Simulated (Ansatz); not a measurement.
```yaml
atoms:
  - { symbol: F, position_ang: [-0.0666, 0.3700, -2.1821] }
  - { symbol: H, position_ang: [0.1610, 0.2288, -1.2865] }
  - { symbol: Se, position_ang: [0.6285, -0.1399, 0.9867] }
  - { symbol: H, position_ang: [-0.3132, -1.2631, 1.0644] }
  - { symbol: H, position_ang: [-0.4096, 0.8040, 1.4175] }
```

Geometry: PBE0-D4/def2-TZVP.

Theory: RKS PBE0-D4/def2-TZVPPD (Ansatz 0.2.0).

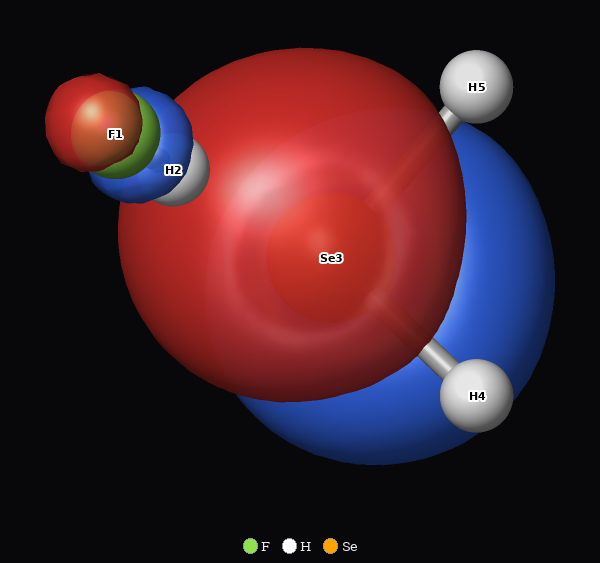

HF···H2Se (SMILES F.[SeH2]). One frontier orbital at ±0.15 Å⁻³ᐟ² (red and blue are the two phases), seen at an oblique angle.

Question: Which orbital is it: HOMO or LUMO?

Answer: The HOMO, at −8.08 eV. By Hirshfeld shares it lies mainly on Se3 (about 85 %); largely a lone pair of Se3.
